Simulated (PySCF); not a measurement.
**C$_{2}$HPb (charge +1): density, localisation and related maps**

```csv
atom,x (Å),y (Å),z (Å)
Pb,0.0000,0.0000,-0.1847
C,0.0000,0.0000,1.9843
C,0.0000,0.0000,3.2169
H,0.0000,0.0000,4.2989
```

Core potentials replace the inner electrons of Pb.

All numbers below come from RKS r2SCAN, Pb def2-SVP with ECP60, C def2-SVP, H def2-SVP; non-relativistic Hamiltonian with scalar-relativistic core potentials where named; density fitting (PySCF).

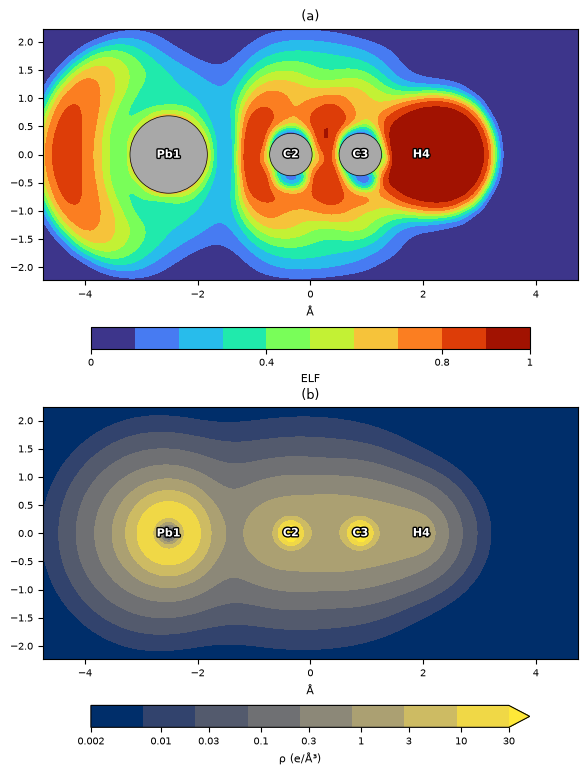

Figure 1. (a) ELF; (b) electron density on a plane that holds the molecular axis. Grey discs cover the atomic cores in the ELF map.

Describe what can be read from this map.

- Atoms in the plane: Pb, C and H.
- C–C (1.23 Å): the density is about 2.7 e/Å³ at the midpoint; the ELF peaks at about 0.85 between the atoms: a multiple bond.
- C–Pb (2.17 Å): ρ at the midpoint is about 0.71 e/Å³; the ELF peaks at about 0.90 in the valence shell of C, 0.7 Å from its nucleus, and drops to about 0.20 between the two atoms.
- C–H (1.08 Å): ρ is about 2.1 e/Å³ halfway; the ELF climbs to about 1 towards the hydrogen, as it does in any bond to H; an ordinary covalent bond to hydrogen.

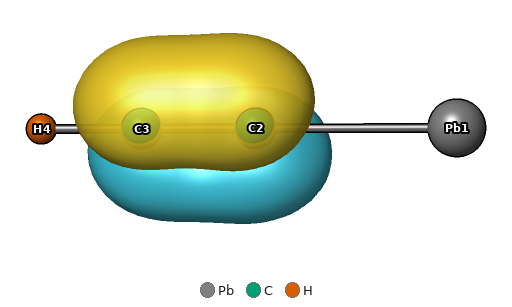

Figure 2. The HOMO at ±0.2 Å⁻³ᐟ² (yellow and cyan are the two phases), seen from one side.

Describe this orbital and give its energy.

Its weight (Hirshfeld) is mainly on C2 (about 45 %), C3 (about 40 %) and Pb1 (about 10 %); π-bonding across C2–C3. It is one of a degenerate set, so its orientation is arbitrary. Its energy is −12.37 eV.
